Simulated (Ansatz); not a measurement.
# SiO2 (silicon dioxide molecule): levels of theory compared

We compute a comparison of 6 runs (HF/STO-3G, PBE/STO-3G, PBE0/STO-3G, UB3LYP/STO-3G, revPBE/STO-3G, FCI/STO-3G) of SiO2 (silicon dioxide molecule). 

The calculation is run with Ansatz 0.2.0.

37 further runs of the same task are left out: 8 that didn't finish, 29 set aside as unsound or not needed.

## (1) Starting point

SiO2: 3 atoms, total charge 0, spin state singlet. SMILES: `O=[Si]=O`. The Si2–O1 distance was set to 3.728 Å, away from the relaxed value. At this shape a bond of the SMILES string is far longer than usual.

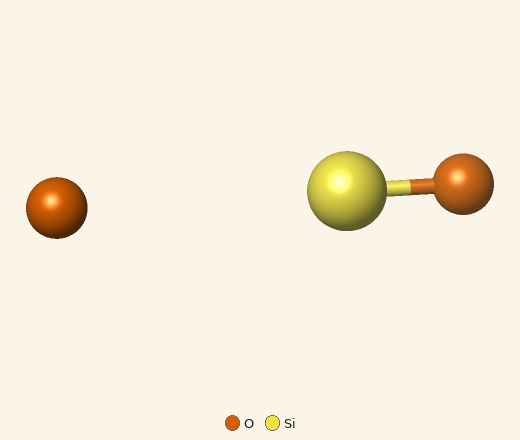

The structure, seen from a chosen angle (oxygen orange, silicon yellow).

## (2) A single-point energy at HF/STO-3G (run 1)

job.yaml

```yaml
basis:
  gaussian: {orbitals: STO-3G}
crystal:
  periodic: [false, false, false]
  atoms:
    - symbol: O
      position_ang: [1.729190, 3.042600, 1.284605]
    - symbol: Si
      position_ang: [-0.000730, 0.000440, -0.000160]
    - symbol: O
      position_ang: [-0.690510, -1.217740, -0.513580]
total_charge: 0
hamiltonian: {xc: hf}
accuracy: high
```

Started as:

```bash
$ ansatz run job.yaml --threads 1 --pin off --max-ram 2610MiB --events-out events.jsonl --progress --plain --runs-dir runs
```

Output:

```text
Warning: RAYON_NUM_THREADS=1 ignored (pool sized by the plan → 1); use --threads N
Functional definition: HF
  name "HF"
  exchange = exact_x
  correlation = 0
302 factors; integrals over basis functions are off by at most 1.5e-8 eV
mean field evaluation 1: about -11740.0212 eV, gradient 4.8e1 eV
mean field evaluation 2: about -11740.0351 eV, gradient 4.8e1 eV
mean field evaluation 4: about -11717.3089 eV, gradient 8.1e1 eV
mean field evaluation 8: about -11784.2177 eV, gradient 7.0e-1 eV
mean field evaluation 16: about -11784.2177 eV, gradient 9.5e-8 eV
mean field evaluation 32: about -11784.1978 eV, gradient 7.2e-3 eV
mean field evaluation 64: about -11784.1695 eV, gradient 3.3e0 eV
mean field evaluation 96: about -11768.3421 eV, gradient 2.7e1 eV
mean field evaluation 128: about -11784.1828 eV, gradient 5.5e-3 eV
mean field -11784.21765947 eV, -433.0620113561 hartree, gradient 9.5e-8 eV, S^2 0.000000; 5 other end points of the search recorded, 0 dependent functions left out
reference -11784.21765947 eV, -433.0620113561 hartree; 15, 15 occupied and 4, 4 virtual orbitals, 302 factors
Total energy: -11784.21765947 eV, -433.0620113561 hartree
```

It took 0.28 s on 1 thread of AMD EPYC 7R43 (Zen 3), shared host.

## (3) A single-point energy at PBE/STO-3G (run 2)

molecule.yaml

```yaml
crystal:
  periodic: [false, false, false]
  atoms:
    - symbol: O
      position_ang: [1.729190, 3.042600, 1.284605]
    - symbol: Si
      position_ang: [-0.000730, 0.000440, -0.000160]
    - symbol: O
      position_ang: [-0.690510, -1.217740, -0.513580]
basis:
  gaussian: {orbitals: STO-3G}
accuracy: high
hamiltonian: {xc: pbe}
```

Started as:

```bash
$ ansatz run molecule.yaml --threads 1 --pin off --max-ram 2610MiB --events-out events.jsonl --progress --plain --runs-dir runs
```

Output:

```text
Warning: RAYON_NUM_THREADS=1 ignored (pool sized by the plan → 1); use --threads N
Functional definition: PBE
  name "PBE"
  parameter kappa = 0.804
  parameter beta = 0.06672455060314922
  exchange = pbe_x(kappa = kappa, mu = beta*pi^2/3)
  correlation = pbe_c(beta = beta)
302 factors; integrals over basis functions are off by at most 1.5e-8 eV
mean field evaluation 1: about -11801.2081 eV, gradient 3.6e1 eV
mean field evaluation 2: about -11723.7637 eV, gradient 1.4e2 eV
mean field evaluation 4: about -11749.9910 eV, gradient 5.9e1 eV
mean field evaluation 8: about -11806.5248 eV, gradient 1.8e-2 eV
mean field evaluation 16: about -11806.5087 eV, gradient 8.4e-8 eV
mean field evaluation 32: about -11806.3850 eV, gradient 1.5e-2 eV
mean field evaluation 64: about -11806.4736 eV, gradient 1.0e0 eV
mean field -11806.50866454 eV, -433.8811906827 hartree, gradient 2.3e-8 eV, S^2 0.000000; 7 other end points of the search recorded, 0 dependent functions left out
reference -11806.50866594 eV, -433.8811907342 hartree; 15, 15 occupied and 4, 4 virtual orbitals, 302 factors
Total energy: -11806.50866594 eV, -433.8811907342 hartree
```

Run time: 2.5 s. Hardware: 1 thread of AMD EPYC 7R43 (Zen 3), shared host; peak memory 0.1 GiB.

Runs 3 to 4 aren't shown in full; the table further down has their settings and results.

## (4) A single-point energy at revPBE/STO-3G (run 5)

run.yaml

```yaml
crystal:
  periodic: [false, false, false]
  atoms:
    - {symbol: O, position_ang: [1.729190, 3.042600, 1.284605]}
    - {symbol: Si, position_ang: [-0.000730, 0.000440, -0.000160]}
    - {symbol: O, position_ang: [-0.690510, -1.217740, -0.513580]}
basis:
  gaussian: {orbitals: STO-3G}
hamiltonian: {xc: {name: revPBE}}
accuracy: high
```

Started as:

```bash
$ ansatz run run.yaml --threads 1 --pin off --max-ram 2610MiB --events-out events.jsonl --progress --plain --runs-dir runs
```

Output:

```text
Warning: RAYON_NUM_THREADS=1 ignored (pool sized by the plan → 1); use --threads N
Functional definition: revPBE
  name "revPBE"
  parameter kappa = 1.245
[... 3 set-up lines as earlier in the session ...]
302 factors; integrals over basis functions are off by at most 1.5e-8 eV
mean field evaluation 1: about -11807.3601 eV, gradient 3.6e1 eV
mean field evaluation 2: about -11730.5922 eV, gradient 1.4e2 eV
mean field evaluation 4: about -11756.0301 eV, gradient 5.9e1 eV
mean field evaluation 8: about -11812.6559 eV, gradient 1.5e-2 eV
mean field evaluation 16: about -11812.6398 eV, gradient 6.9e-8 eV
mean field evaluation 32: about -11812.5213 eV, gradient 2.9e-2 eV
mean field -11812.63977418 eV, -434.1065048062 hartree, gradient 4.8e-8 eV, S^2 0.000000; 6 other end points of the search recorded, 0 dependent functions left out
reference -11812.63977592 eV, -434.1065048703 hartree; 15, 15 occupied and 4, 4 virtual orbitals, 302 factors
Total energy: -11812.63977592 eV, -434.1065048703 hartree
```

Wall time 2.2 s (1 thread of AMD EPYC 7R43 (Zen 3), shared host); peak memory 0.1 GiB.

## (5) A single-point energy at FCI/STO-3G (run 6)

input.yaml

```yaml
crystal:
  periodic: [false, false, false]
  atoms:
    - symbol: O
      position_ang: [1.729190, 3.042600, 1.284605]
    - symbol: Si
      position_ang: [-0.000730, 0.000440, -0.000160]
    - symbol: O
      position_ang: [-0.690510, -1.217740, -0.513580]
basis:
  gaussian: {orbitals: STO-3G}
correlation: {method: fci, frozen_orbitals: {O: 1, Si: 5}}
accuracy: high
```

Started as:

```bash
$ ansatz run input.yaml --threads 1 --pin off --max-ram 2610MiB --events-out events.jsonl --progress --plain --runs-dir runs
```

Output (excerpt; [...] marks lines left out):

```text
Warning: RAYON_NUM_THREADS=1 ignored (pool sized by the plan → 1); use --threads N
[... 2 set-up lines as earlier in the session ...]
[...]
302 factors; integrals over basis functions are off by at most 1.5e-8 eV
[...]
mean field -11784.21765947 eV, -433.0620113561 hartree, gradient 9.5e-8 eV, S^2 0.000000; 8 other end points of the search recorded, 0 dependent functions left out; unrestricted orbitals would lower it
determinant -11784.21765947 eV, -433.0620113561 hartree, with singles and doubles -11788.66091232 eV, -433.2252978864 hartree
determinant -11784.19776533 eV, -433.0612802596 hartree, with singles and doubles -11788.76119147 eV, -433.2289830770 hartree
determinant -11784.21765947 eV, -433.0620113561 hartree, with singles and doubles -11789.00719751 eV, -433.2380236324 hartree
determinant -11784.19776533 eV, -433.0612802596 hartree, with singles and doubles -11788.99308391 eV, -433.2375049673 hartree
unrestricted determinant -11786.79967284 eV, -433.1568985973 hartree, S^2 1.1196
7 core orbitals not correlated: weight in the atoms' cores, before any rotation towards them, 1.000 or more for the frozen orbitals, at most 0.000 for the correlated occupied ones
reference -11784.21765947 eV, -433.0620113561 hartree; 8, 8 occupied and 4, 4 virtual orbitals, 302 factors
state -11789.43560400 eV, -433.2537672805 hartree
Total energy: -11789.43560400 eV, -433.2537672805 hartree
```

It took 2.7 s on 1 thread of AMD EPYC 7R43 (Zen 3), shared host; peak memory 0.11 GiB.

## (6) The series

```tsv
run	level	frozen core orbitals	energy (Eh)	wall time
1	HF/STO-3G	–	-433.062011	0.28 s
2	PBE/STO-3G	–	-433.881191	2.5 s
3	PBE0/STO-3G	–	-433.942037	2.6 s
4	UB3LYP/STO-3G	–	-434.282718	17 s
5	revPBE/STO-3G	–	-434.106505	2.2 s
6	FCI/STO-3G	7	-433.253767	2.7 s
```

## (7) Results

| quantity | value |
| --- | --- |
| run 6: total energy | -433.25377 Eh |
| run 6: correlation energy (7 core orbitals frozen) | -191.8 mEh |

**Reading.** Against full CI in this basis: HF +191.8 mEh. Totals of different functionals can't be ranked against each other. In runs 1, 2, 3, 4, 5, 6 the basis is minimal, so the values are rough. In runs 1, 2, 3, 5 a closed-shell determinant meets a far-stretched bond, which it describes badly. Spin contamination of the reference: run 4 ⟨S²⟩ = 1.00. Where it is this large, the reference is a mixture of spin states, and values that rest on it are in doubt. All runs together took 27 s, the longest 17 s.
